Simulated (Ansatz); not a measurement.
# Relaxing Zr2CO2 MXene, 4 layers (80 atoms), part 2 of 2

How does Zr2CO2 MXene, 4 layers (80 atoms) relax, and what do bonds, charges and levels look like afterwards?

Ansatz 0.2.0; Kohn-Sham DFT, PBE+D3(BJ), PAW (set soft_2), plane waves.

The cell: 16 C, 32 Zr and 32 O. The cell is under 6 Å thick along two periodic directions.

So far. Step 3 (Relaxation): The relaxation changed the energy by -79.1 meV/atom, and atoms moved by 1.6 Å r.m.s., 2.2 Å at most.

## 5. Single point at the relaxed geometry (continued)

Intrinsic-atomic-orbital charges by element and coordination:

| element | coordination | atoms | mean charge (e) | spread | least | most |
| --- | --- | --- | --- | --- | --- | --- |
| C | all | 16 | -0.973 | 0.0022 | -0.975 | -0.971 |
| O | all | 32 | -0.672 | 0.0119 | -0.693 | -0.665 |
| O | 3 | 8 | -0.693 | 0 | -0.693 | -0.693 |
| O | 4 | 24 | -0.666 | 6.0e-4 | -0.666 | -0.665 |
| Zr | all | 32 | 1.16 | 0.0162 | 1.15 | 1.19 |
| Zr | 6 | 8 | 1.19 | 0 | 1.19 | 1.19 |
| Zr | 7 | 24 | 1.15 | 0.0011 | 1.15 | 1.15 |

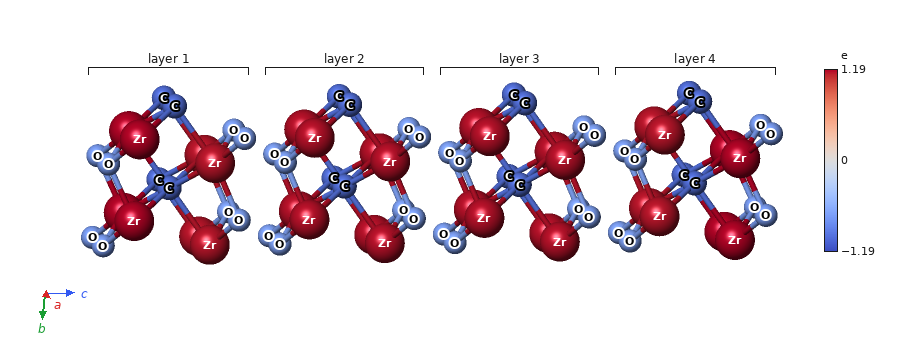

Atoms coloured by intrinsic-atomic-orbital charge.

By region:

| region | atoms | mean length of the force (eV/Å) | net charge (e) |
| --- | --- | --- | --- |
| layer 1 | 20 | 0.003 | 0 |
| layer 2 | 20 | 0.003 | 0 |
| layer 3 | 20 | 0.003 | 0 |
| layer 4 | 20 | 0.003 | 0 |

Density of states as counts of states in windows of 1 eV (from the Fermi level), total and the larger projections:

| from (eV) | to (eV) | total | Zr d | O p | layer 1 | layer 4 | layer 2 | layer 3 |
| --- | --- | --- | --- | --- | --- | --- | --- | --- |
| -18 | -17 | 2.8 | 0.3 | 0.0 | 1.4 | 1.4 | 0.0 | 0.0 |
| -17 | -11 | 0.0 | 0.0 | 0.0 | 0.0 | 0.0 | 0.0 | 0.0 |
| -11 | -10 | 0.1 | 0.0 | 0.0 | 0.0 | 0.0 | 0.0 | 0.0 |
| -10 | -9 | 31.9 | 6.8 | 0.7 | 8.0 | 8.0 | 7.9 | 7.9 |
| -9 | -8 | 0.0 | 0.0 | 0.0 | 0.0 | 0.0 | 0.0 | 0.0 |
| -8 | -7 | 2.6 | 0.7 | 1.5 | 0.4 | 0.4 | 0.9 | 0.9 |
| -7 | -6 | 28.9 | 7.1 | 19.4 | 4.7 | 4.7 | 9.7 | 9.7 |
| -6 | -5 | 57.4 | 12.3 | 39.8 | 12.8 | 12.7 | 15.9 | 15.9 |
| -5 | -4 | 77.7 | 16.2 | 53.2 | 23.8 | 23.8 | 14.9 | 14.9 |
| -4 | -3 | 27.1 | 3.4 | 19.9 | 6.5 | 6.6 | 6.9 | 6.9 |
| -3 | -2 | 37.3 | 11.3 | 7.1 | 9.8 | 9.8 | 8.6 | 8.6 |
| -2 | -1 | 51.8 | 12.6 | 11.0 | 12.3 | 12.3 | 13.2 | 13.2 |
| -1 | 0 | 5.2 | 0.8 | 1.2 | 1.2 | 1.2 | 1.4 | 1.4 |
| 0 | 1 | 9.2 | 7.1 | 1.5 | 2.5 | 2.5 | 2.1 | 2.1 |
| 1 | 2 | 26.2 | 21.0 | 3.6 | 6.2 | 6.3 | 6.6 | 6.6 |
| 2 | 3 | 42.4 | 34.3 | 2.3 | 11.4 | 11.3 | 9.5 | 9.5 |

Between -26 and -18 eV lie 61 more states.

The stored curve holds about 384 of the 640 electrons; the rest, give or take the few that broadening carries across the Fermi level, lie in deeper levels below its range.

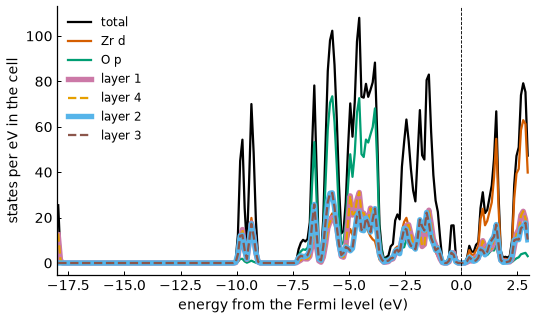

Total and projected density of states, with the broadening of the input.

The levels nearest the highest filled one (over half full), pooled over k-points and spins:

| level less the highest filled one (eV) | occupation |
| --- | --- |
| -0.0336 | 2 |
| -0.0332 | 2 |
| -0.0075 | 2 |
| -0.007 | 2 |
| -7.0e-4 | 2 |
| 0 | 2 |
| 0.747 | 0 |
| 0.747 | 0 |
| 0.747 | 0 |
| 1.01 | 0 |
| 1.01 | 0 |
| 1.01 | 0 |

Planar average of the electrostatic potential energy along the normal, with the Fermi level as zero, after a running mean with a triangular window 4 Å wide at its base:

| height (Å) | potential energy (eV) |
| --- | --- |
| 0.0 | 4.81 |
| 1.6 | 4.81 |
| 3.3 | 4.81 |
| 4.8 | 4.81 |
| 6.5 | 4.73 |
| 8.1 | 0.95 |
| 9.8 | -9.35 |
| 11.3 | -9.22 |
| 13.0 | -10.04 |
| 14.6 | -7.45 |
| 16.3 | -10.22 |
| 17.8 | -9.45 |
| 19.5 | -8.83 |
| 21.1 | -8.45 |
| 22.8 | -9.61 |
| 24.4 | -10.09 |
| 26.1 | -7.62 |
| 27.6 | -9.78 |
| 29.3 | -9.23 |
| 30.9 | -9.72 |
| 32.6 | 0.09 |
| 34.1 | 4.69 |
| 35.8 | 4.81 |
| 37.4 | 4.81 |
| 39.1 | 4.81 |
| 40.6 | 4.81 |

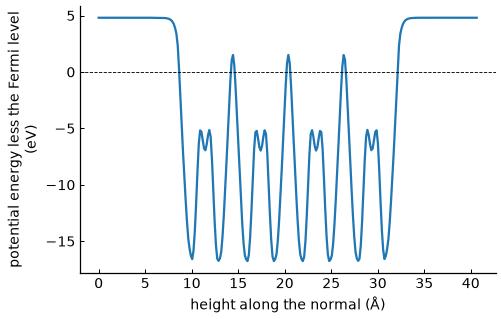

Planar average of the electrostatic potential energy; the dashed line is the Fermi level.

Mean intrinsic-atomic-orbital charges: C -0.97, O -0.67, Zr +1.16 e. The potential stands 5.18 eV above the highest filled level over the upper face and 5.18 eV under the lower one, a reading of the ionisation potential at this level on the run's k-points.

## 6. Outcome

- energy change in the relaxation: -79.1 meV/atom
- r.m.s. displacement: 1.644 Å
- largest displacement: 2.235 Å
- free energy per atom: -1952.2111 eV/atom
- r.m.s. force component: 0.00195 eV/Å
- gap (highest filled to lowest empty level): 0.7468 eV
- potential in mid-vacuum, over the Fermi level: 4.807 eV
- wall time of the 3 DFT runs: 11 min

**Reading.** Relaxation lowers the energy by 79.1 meV/atom and moves atoms by 1.6 Å r.m.s.; the r.m.s. force component goes from 0.41 to 0.0019 eV/Å, and the gap from 0.802 to 0.747 eV. By the final cutoffs 0 of 192 bonded pairs parted and 24 joined. First to last step the energy falls by 6.328 eV; the largest move, 2.24 Å, is that of O10, with 13 other atoms within 2 % of it. Judged within 0.08 Å, the space group went from C2/m to P-3m1. The O-Zr bonds change most in mean length: from 2.160 Å (spread 0.015) to 2.176 Å (spread 0.111), and their number from 96 to 120. With the cutoffs above, all C atoms have 6, 75 % of O atoms have 4 and 75 % of Zr atoms have 7 bonded neighbours. The highest filled and lowest empty levels differ by 0.747 eV on the run's k-points; the mesh holds the band edges only if they fold onto it, so the gap at this level can be narrower or closed, while semilocal functionals tend to narrow gaps against experiment. The potential stands 5.18 eV above the highest filled level over the upper face and 5.18 eV under the lower one, a reading of the ionisation potential at this level on the run's k-points.

[Hosts, paths, dates, database ids (printed as entryN), source tags and the programs' standing remarks are cut or masked in the printed files.]
